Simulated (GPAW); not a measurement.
**CuSe (P4/nmm): the Cu K absorption edge**

Aim: the dependence of the Cu K near-edge features of CuSe (P4/nmm) on volume.

Main program and level: GPAW 26.7.0; X-ray absorption from dipole matrix elements to empty bands, plane-wave PAW LDA.

### 1. Set-up

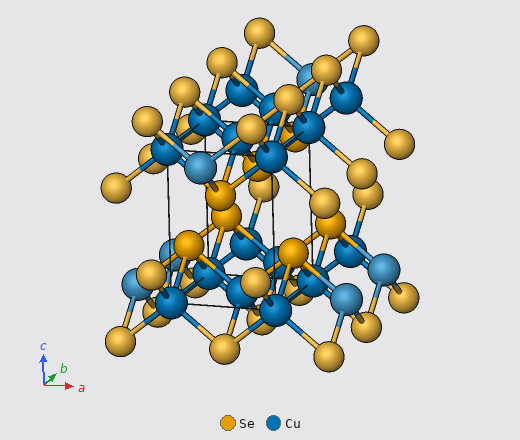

The starting structure, seen slightly off an axis (selenium orange, copper blue). 1×2×1 cells are drawn. Some periodic images of atoms are drawn too.

As a file:

```
Se Cu
1.0
     3.77458    0.00000    0.00000
     0.00000    3.77458    0.00000
     0.00000    0.00000    5.43834
Se Cu
2 2
Direct
  0.00000 0.50000 0.27700
  0.50000 0.00000 0.72300
  0.50000 0.50000 0.00000
  0.00000 0.00000 0.00000
```

### 2. The field without a hole

The ground state comes first: it tells whether the system has a gap, which decides how the excited electron is treated.

scf.py reads:

```python
import numpy as np
from ase import Atoms
from ase.parallel import parprint, paropen
from gpaw import GPAW, PW, FermiDirac, Mixer, MixerDif, setup_paths
from gpaw.test import gen
setup_paths.insert(0, '.')
gen('Cu', name='nch1s', xcname='LDA', corehole=(1, 0, 0), write_xml=True)
from gpaw.mpi import world
world.barrier()

atoms = Atoms('Se2Cu2',
    cell=[[3.77457995, 0, 0],
     [0, 3.77457995, 0],
     [0, 0, 5.43834287]],
    scaled_positions=[[0, 0.5, 0.27700358],
     [0.5, 0, 0.72299642],
     [0.5, 0.5, 0],
     [0, 0, 0]],
    pbc=True)
atoms.calc = calc = GPAW(legacy_gpaw=True, mode=PW(430, force_complex_dtype=True), xc='LDA', setups={2: 'nch1s'},
    kpts={'size': (7, 7, 5), 'gamma': True}, occupations=FermiDirac(0.05),
    charge=0, mixer=Mixer(0.1, 5, 50), maxiter=150,
    convergence={'density': 0.0001, 'eigenstates': 1e-6}, txt='scf.txt')
energy = atoms.get_potential_energy() + calc.get_reference_energy()
ef = calc.get_fermi_level()
out = dict(energy=energy, fermi=ef, forces=atoms.get_forces().tolist())
parprint(f'all-electron energy {energy:.4f} eV, Fermi level {ef:.4f} eV')
ev = np.array([[calc.get_eigenvalues(k, s) for k in range(len(calc.get_ibz_k_points()))] for s in range(calc.get_number_of_spins())])
out['homo'], out['lumo'], out['counts'] = ev[ev < ef].max(), ev[ev > ef].min(), sorted(set((ev < ef).sum((0, 2)).tolist()))
out['filled'] = (ev[:, 0] < ef).sum(1).tolist()
import json
with paropen('out.json', 'w') as f:
    json.dump(out, f)
```

Run with:

```bash
$ OMP_NUM_THREADS=1 mpirun -n 4 gpaw python scf.py
```

Numbers of over 12 decimals in the logs are rounded to 6 here.

Output:

```text
Input parameters:
  convergence: {density: 0.0001,
                eigenstates: 1e-06}
  kpts: {gamma: True,
         size: (7, 7, 5)}
  maxiter: 150
  mixer: {backend: pulay,
          beta: 0.1,
          method: separate,
          nmaxold: 5,
          weight: 50}
  mode: {ecut: 430.0,
         force_complex_dtype: True,
         name: pw}
  occupations: {fixmagmom: False,
                name: fermi-dirac,
                width: 0.05}
  setups: {2: nch1s}

Initialize ...

[... PAW data sets ...]

Reference energy: -221936.541381  # eV

Spin-paired calculation

[... convergence settings ...]
Symmetries present (total): 8
  [... symmetry matrices ...]

245 k-points: 7 x 7 x 5 Monkhorst-Pack grid
30 k-points in the irreducible part of the Brillouin zone
       k-points in crystal coordinates                weights
   0:     0.00000000    0.00000000    0.00000000          1/245
   1:     0.00000000    0.00000000    0.20000000          2/245
   2:     0.00000000    0.00000000    0.40000000          2/245
   3:     0.14285714    0.00000000    0.00000000          4/245
   4:     0.14285714    0.00000000    0.20000000          8/245
   5:     0.14285714    0.00000000    0.40000000          8/245
   6:     0.14285714    0.14285714    0.00000000          4/245
   7:     0.14285714    0.14285714    0.20000000          8/245
   8:     0.14285714    0.14285714    0.40000000          8/245
   9:     0.28571429    0.00000000    0.00000000          4/245
          ...
  29:     0.42857143    0.42857143    0.40000000          8/245

Wave functions: Plane wave expansion
  Cutoff energy: 430.000 eV
  Number of coefficients (min, max): 1553, 1588
  Pulay-stress correction: 0.000000 eV/Ang^3 (de/decut=0.000000)
  Using FFTW library
  Wavefunction extrapolation:
    Improved wavefunction reuse through dual PAW basis

Occupation numbers: Fermi-Dirac:
  width: 0.0500  # eV

Eigensolver
   Davidson(niter=2)

Densities:
  Coarse grid: 20*20*27 grid
  Fine grid: 40*40*54 grid
  Total Charge: 0.000000

Density mixing:
  Method: separate
  Backend: pulay
  Linear mixing parameter: 0.1
  old densities: 5
  Width of damping distribution: 1.1
  Damping of long wavelength oscillations: 50

[... Hamiltonian set-up ...]
Number of atoms: 4
Number of atomic orbitals: 26
Number of bands in calculation: 25
Number of valence electrons: 34
Bands to converge: occupied

... initialized

Initializing position-dependent things.

Density initialized from atomic densities
Creating initial wave functions:
  25 bands from LCAO basis set

Positions:
   0 Se     0.000000    1.887290    1.506440    ( 0.0000,  0.0000,  0.0000)
   1 Se     1.887290    0.000000    3.931902    ( 0.0000,  0.0000,  0.0000)
   2 Cu     1.887290    1.887290    0.000000    ( 0.0000,  0.0000,  0.0000)
   3 Cu     0.000000    0.000000    0.000000    ( 0.0000,  0.0000,  0.0000)

Unit cell:
           periodic     x           y           z      points  spacing
  1. axis:    yes    3.774580    0.000000    0.000000    20     0.1887
  2. axis:    yes    0.000000    3.774580    0.000000    20     0.1887
  3. axis:    yes    0.000000    0.000000    5.438343    27     0.2014

  Lengths:   3.774580   3.774580   5.438343
  Angles:   90.000000  90.000000  90.000000

Effective grid spacing dv^(1/3) = 0.1929

iter:   1   -20.367841
iter:   2   -18.235348   -1.14  -1.22
iter:   3   -17.860909   -1.26  -1.44
iter:   4   -17.779210   -2.58  -1.56
iter:   5   -17.764609   -2.25  -1.76
iter:   6   -17.739501   -3.14  -2.02
iter:   7   -17.735350   -3.11  -2.69
iter:   8   -17.735234c  -4.82  -3.03
iter:   9   -17.734939c  -4.12  -3.06
iter:  10   -17.734834c  -5.21  -3.36
iter:  11   -17.734851c  -5.84  -3.50
iter:  12   -17.734835c  -6.64c -3.71
iter:  13   -17.734824c  -6.13c -4.04c

Converged after 13 iterations.

Dipole moment: (-0.000000, -0.000000, -0.000000) |e|*Ang

Energy contributions relative to reference atoms: (reference = -221936.541381)

Kinetic:        -11.665592
Potential:       +6.362077
External:        +0.000000
XC:             -12.554381
Entropy (-ST):   -0.020957
Local:           +0.133550
SIC:             +0.000000
--------------------------
Free energy:    -17.745302
Extrapolated:   -17.734824

Showing only first 2 kpts
 Kpt  Band  Eigenvalues  Occupancy
  0    15      5.31347    0.00636
  0    16      6.20915    0.00000
  0    17      6.20915    0.00000
  0    18      7.62214    0.00000

  1    15      4.84687    1.94602
  1    16      5.94405    0.00000
  1    17      5.94405    0.00000
  1    18      8.34018    0.00000

Fermi level: 5.02611

No gap
No difference between direct/indirect transitions

Forces in eV/Ang:
  0 Se    0.00000    0.00000   -0.22898
  1 Se    0.00000    0.00000    0.22898
  2 Cu   -0.00000    0.00000    0.00000
  3 Cu    0.00000    0.00000    0.00000
Scalar-relativistic atomic LDA calculation for Cu (Copper, Z=29)
Core hole in 1s state (1s occupation: 2.0)
600 radial gridpoints.
|------------------------------------------------|
|------------------------------------------------|
[... the atom generator's iteration count ...]

Energy contributions:
-------------------------
Kinetic:    +1675.285700
XC:           -64.895881
Potential:  -3262.312180
-------------------------
Total:      -1651.922361

state      eigenvalue         ekin         rmax
-----------------------------------------------
1s^2.0 :  -324.467727   418.664247        0.034
2s^2.0 :   -38.956231    78.634526        0.197
2p^6.0 :   -33.679353    76.825479        0.158
3s^2.0 :    -4.193271    17.288793        0.614
3p^6.0 :    -2.647366    15.189343        0.619
3d^10.0:    -0.195673     9.285239        0.600
4s^1.0 :    -0.178486     1.169252        2.257
4p^0.0 :    -0.028757     0.396770        3.504
-----------------------------------------------
(units: Bohr and Hartree)

Generating PAW setup
Kinetic energy of the core from tauc = 1596.294566
Cutoffs:
rc(s)=2.200
rc(p)=2.200
rc(d)=2.000
rc(vbar)=1.800
rc(comp)=2.000
rc(nct)=2.200

Kinetic energy of the core states: 1581.264061
Charge: 0.0
Core electrons: 18.0
Valence electrons: 11.0
Pseudo-core charge: 0.387458
Shape function alpha=2.500
Pseudo-electron charge 4.216968
state    eigenvalue         norm
--------------------------------
4s(1) :    -0.178486     1.057125
*s    :     0.821514
4p(0) :    -0.028757     1.001617
*p    :     0.971243
3d(10):    -0.195673     0.277238
*d    :     0.804327
--------------------------------

Diagonalizing with gridspacing h=0.050

state   all-electron     PAW
-------------------------------
4s:      -0.178486    -0.178572
4p:      -0.028757    -0.028678
3d:      -0.195673    -0.196155
*f:                    0.071609
-------------------------------
all-electron energy -221954.2762 eV, Fermi level 5.0261 eV
```

Wall time 7.9 s (4 MPI ranks of Arm Neoverse V2, shared host); peak memory 0.18 GiB.

The mesh shows no gap, so the system is treated as a metal and the core electron is put at the Fermi level (neutral cell).

### 3. Supercell without a hole, the energy reference

The photon energy needs a difference of total energies, so the cell and mesh of the coming hole run are first run without a hole.

Edit scf.py of step 2 so:

```diff
@@ -10,13 +10,25 @@
 
-atoms = Atoms('Se2Cu2',
-    cell=[[3.77457995, 0, 0],
-     [0, 3.77457995, 0],
-     [0, 0, 5.43834287]],
-    scaled_positions=[[0, 0.5, 0.27700358],
-     [0.5, 0, 0.72299642],
-     [0.5, 0.5, 0],
-     [0, 0, 0]],
+atoms = Atoms('Se8Cu8',
+    cell=[[0, 7.5491599, 0],
+     [-7.5491599, 0, 0],
+     [3.77457995, 3.77457995, 5.43834287]],
+    scaled_positions=[[0.11149821, 0.13850179, 0.27700358],
+     [0.11149821, 0.63850179, 0.27700358],
+     [0.61149821, 0.13850179, 0.27700358],
+     [0.61149821, 0.63850179, 0.27700358],
+     [0.63850179, 0.11149821, 0.72299642],
+     [0.63850179, 0.61149821, 0.72299642],
+     [0.13850179, 0.11149821, 0.72299642],
+     [0.13850179, 0.61149821, 0.72299642],
+     [0.25, 0.75, 0],
+     [0.25, 0.25, 0],
+     [0.75, 0.75, 0],
+     [0.75, 0.25, 0],
+     [0, 0, 0],
+     [0, 0.5, 0],
+     [0.5, 0, 0],
+     [0.5, 0.5, 0]],
     pbc=True)
-atoms.calc = calc = GPAW(legacy_gpaw=True, mode=PW(430, force_complex_dtype=True), xc='LDA', setups={2: 'nch1s'},
-    kpts={'size': (7, 7, 5), 'gamma': True}, occupations=FermiDirac(0.05),
+atoms.calc = calc = GPAW(legacy_gpaw=True, mode=PW(430, force_complex_dtype=True), xc='LDA', setups={8: 'nch1s'},
+    kpts={'size': (3, 3, 3), 'gamma': True}, occupations=FermiDirac(0.1),
     charge=0, mixer=Mixer(0.1, 5, 50), maxiter=150,
```

Output:

```text
Input parameters:
  convergence: {density: 0.0001,
                eigenstates: 1e-06}
  kpts: {gamma: True,
         size: (3, 3, 3)}
  maxiter: 150
  mixer: {backend: pulay,
          beta: 0.1,
          method: separate,
          nmaxold: 5,
          weight: 50}
  mode: {ecut: 430.0,
         force_complex_dtype: True,
         name: pw}
  occupations: {fixmagmom: False,
                name: fermi-dirac,
[...]
*s    :     0.821514
4p(0) :    -0.028757     1.001617
*p    :     0.971243
3d(10):    -0.195673     0.277238
*d    :     0.804327
--------------------------------

Diagonalizing with gridspacing h=0.050

state   all-electron     PAW
-------------------------------
4s:      -0.178486    -0.178572
4p:      -0.028757    -0.028678
3d:      -0.195673    -0.196155
*f:                    0.071609
-------------------------------
all-electron energy -887817.0666 eV, Fermi level 4.9955 eV
[key lines of the parts left out:]
Converged after 14 iterations.
Dipole moment: (23.953516, -23.953516, -0.000000) |e|*Ang
Free energy:    -71.106637
Fermi level: 4.99546
```

The job ended after 46 s (4 MPI ranks; peak memory 0.29 GiB).

Reference energy: -887817.067 eV with the cores included.

(Part 1 of 3 ends here.)

[Banner, clock and machine lines of the logs are left out without a mark of their own.]

[Logs are printed without paths, hosts, clocks, repeated set-up lines and the standing remarks that a program may print on its own settings, such as how far it seeks lower states.]

[Hosts, paths, dates, database ids (printed as entryN), source tags and the programs' standing remarks are cut or masked in the printed files.]

[Lists of maxima count a maximum above −3 eV only where it reaches 4 % of the highest in the window and stands out from its surroundings by 2 % of it (1.5 % where it reaches 55 %); shoulders and weaker maxima are passed over, and of the rest the first, up to two pre-edge ones and the few strongest are named.]
